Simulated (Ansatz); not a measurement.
# One shape, several levels: singlet BNH2F+

Wanted: a comparison of 3 runs (CAM-B3LYP/STO-3G, wB97M-V/STO-3G, CCSDTQ/STO-3G) of singlet BNH2F+. 

The calculation is run with Ansatz 0.2.0.

78 further runs of the same task are left out: 78 set aside as unsound or not needed.

## 1. Starting point

BNH2F+: 5 atoms, total charge +1, spin state singlet. As SMILES of the parent species, `N[B]F`. The coordinates come from a PBE0-D4/def2-TZVP relaxation. This is one conformer, not always the lowest. That shape belongs to the parent species and isn't relaxed for this state.

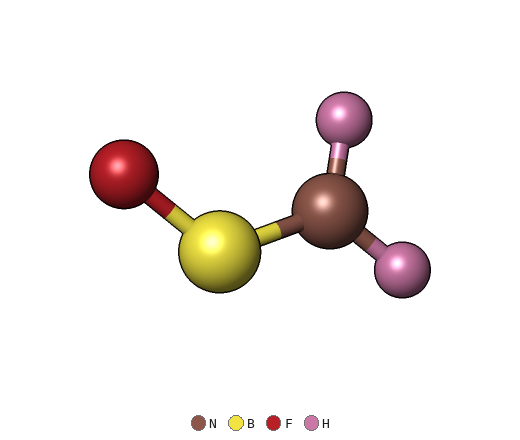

The structure, seen from a chosen angle (nitrogen brown, boron yellow, fluorine red, hydrogen pink).

## 2. A single-point energy at CAM-B3LYP/STO-3G (run 1)

job.yaml

```yaml
crystal:
  periodic: [false, false, false]
  atoms:
    - {symbol: N, position_ang: [-0.315200, 0.284600, -0.298300]}
    - {symbol: B, position_ang: [0.256800, -0.904700, 0.119300]}
    - {symbol: F, position_ang: [1.186500, -0.957100, 1.060600]}
    - {symbol: H, position_ang: [-1.019600, 0.322000, -1.012000]}
    - {symbol: H, position_ang: [-0.058500, 1.181700, 0.088900]}
basis:
  gaussian:
    orbitals: STO-3G
hamiltonian:
  xc: {name: CAM-B3LYP}
total_charge: 1
accuracy: high
```

Started as:

```console
$ ansatz run job.yaml --threads 1 --pin off --max-ram 2610MiB --events-out events.jsonl --progress --plain --runs-dir runs
```

The program printed:

```text
Warning: RAYON_NUM_THREADS=1 ignored (pool sized by the plan → 1); use --threads N
Functional definition: CAM-B3LYP
  name "CAM-B3LYP"
  parameter alpha = 0.19
  parameter beta = 0.46
  parameter omega = 0.33/bohr
  parameter ac = 0.81
  exchange = (1 - alpha - beta)*b88_x + beta*b88_x_sr(omega) + alpha*exact_x + beta*exact_x_lr(omega)
  correlation = (1 - ac)*vwn5_c + ac*lyp_c
295 factors; integrals over basis functions are off by at most 4.6e-8 eV
154 factors; integrals over basis functions are off by at most 8.6e-10 eV
mean field evaluation 1: about -4834.3923 eV, gradient 3.7e1 eV
mean field evaluation 2: about -4826.9612 eV, gradient 7.2e1 eV
mean field evaluation 4: about -4839.4880 eV, gradient 2.3e0 eV
mean field evaluation 8: about -4839.4578 eV, gradient 3.2e-2 eV
mean field evaluation 16: about -4839.4578 eV, gradient 9.5e-7 eV
mean field -4839.45784669 eV, -177.8467955635 hartree, gradient 7.2e-8 eV, S^2 0.000000; 0 other end points of the search recorded, 0 dependent functions left out
reference -4839.45785838 eV, -177.8467959930 hartree; 11, 11 occupied and 6, 6 virtual orbitals, 295 factors
Total energy: -4839.45785838 eV, -177.8467959930 hartree
```

Run time: 0.83 s. Hardware: 1 thread of Arm Neoverse V2, shared host; peak memory 0.092 GiB.

## 3. A single-point energy at wB97M-V/STO-3G (run 2)

input.yaml

```yaml
crystal:
  periodic: [false, false, false]
  atoms:
    - {symbol: "N", position_ang: [-0.315200, 0.284600, -0.298300]}
    - {symbol: B, position_ang: [0.256800, -0.904700, 0.119300]}
    - {symbol: F, position_ang: [1.186500, -0.957100, 1.060600]}
    - {symbol: H, position_ang: [-1.019600, 0.322000, -1.012000]}
    - {symbol: H, position_ang: [-0.058500, 1.181700, 0.088900]}
basis:
  gaussian:
    orbitals: STO-3G
total_charge: 1
magnetization:
  spin_polarized: false
hamiltonian:
  xc: {name: wB97M-V}
accuracy: high
```

Started as:

```console
$ ansatz run input.yaml --threads 1 --pin off --max-ram 2610MiB --events-out events.jsonl --progress --plain --runs-dir runs
```

The program printed, cut to the lines that bear on the results:

```text
Warning: RAYON_NUM_THREADS=1 ignored (pool sized by the plan → 1); use --threads N
Functional definition: wB97M-V
  name "wB97M-V"
[...]
  gx(w, u) = 1 - cx + cx01*u + cx10*w
  gss(w, u) = css00 + css04*u^4 + css10*w + css20*w^2 + css43*w^4*u^3
  gos(w, u) = cos00 + cos10*w + (cos20 + cos21*u)*w^2 + (cos60 + cos61*u)*w^6
[...]
      + integral(e_c_pw_mod_opposite_spin*gos(b97_w_opposite, b97_u_opposite)) + vv10(b, c)
295 factors; integrals over basis functions are off by at most 4.6e-8 eV
142 factors; integrals over basis functions are off by at most 6.4e-10 eV
[...]
mean field -4841.95382696 eV, -177.9385211468 hartree, gradient 2.5e-8 eV, S^2 0.000000; 0 other end points of the search recorded, 0 dependent functions left out
reference -4841.95382903 eV, -177.9385212227 hartree; 11, 11 occupied and 6, 6 virtual orbitals, 295 factors
Total energy: -4841.95382903 eV, -177.9385212227 hartree
```

Wall time 13 s (1 thread of Arm Neoverse V2, shared host); peak memory 0.24 GiB.

## 4. A single-point energy at CCSDTQ/STO-3G (run 3)

job.yaml

```yaml
crystal:
  periodic: [false, false, false]
  atoms:
    - {symbol: "N", position_ang: [-0.315200, 0.284600, -0.298300]}
    - {symbol: B, position_ang: [0.256800, -0.904700, 0.119300]}
    - {symbol: F, position_ang: [1.186500, -0.957100, 1.060600]}
    - {symbol: H, position_ang: [-1.019600, 0.322000, -1.012000]}
    - {symbol: H, position_ang: [-0.058500, 1.181700, 0.088900]}
basis:
  gaussian: {orbitals: STO-3G}
total_charge: 1
magnetization: {spin_polarized: false, initial_magnetization: 0}
correlation: {method: ccsdtq, frozen_orbitals: {B: 1, F: 1, H: 0, "N": 1}}
accuracy: high
scf: {omitted_lower_state_checks: [cluster_reference, increment]}
```

Started as:

```console
$ ansatz run job.yaml --threads 1 --pin off --max-ram 2610MiB --events-out events.jsonl --progress --plain --runs-dir runs
```

The program printed, cut to the lines that bear on the results:

```text
Warning: RAYON_NUM_THREADS=1 ignored (pool sized by the plan → 1); use --threads N
Functional definition: HF
  name "HF"
[...]
295 factors; integrals over basis functions are off by at most 4.6e-8 eV
[...]
mean field -4819.15750220 eV, -177.1007716637 hartree, gradient 9.5e-9 eV, S^2 0.000000; 0 other end points of the search recorded, 0 dependent functions left out
3 core orbitals not correlated: weight in the atoms' cores, before any rotation towards them, 1.000 or more for the frozen orbitals, at most 0.000 for the correlated occupied ones
reference -4819.15750220 eV, -177.1007716637 hartree; 8, 8 occupied and 6, 6 virtual orbitals, 295 factors
second order -3.61657381 eV of doubles, -0.00000000 eV of singles
cycle   1  -3.74202267 eV  change   -1.3e-1 eV  update   1.5e-1
[...]
cycle  30  -4.57311420 eV  change   8.1e-10 eV  update   1.5e-9
Total energy: -4823.73061640 eV, -177.2688305108 hartree
Checks for a lower state left out: cluster_reference, increment
```

Run time: 8.1 s. Hardware: 1 thread of Arm Neoverse V2, shared host; peak memory 0.14 GiB.

## 5. All runs side by side

| run | level | frozen core orbitals | energy (Eh) | wall time |
| --- | --- | --- | --- | --- |
| 1 | CAM-B3LYP/STO-3G | – | -177.846796 | 0.83 s |
| 2 | wB97M-V/STO-3G | – | -177.938521 | 13 s |
| 3 | CCSDTQ/STO-3G | 3 | -177.268831 | 8.1 s |

## 6. Summary of results

```
                                          quantity          value
                               run 3: total energy  -177.26883 Eh
run 3: correlation energy (3 core orbitals frozen)     -168.1 mEh
                              run 3: T1 diagnostic          0.030
```

In words: Totals of different functionals can't be ranked against each other. In runs 1, 2, 3 the basis is minimal, so the values are rough. All runs together took 22 s, the longest 13 s.
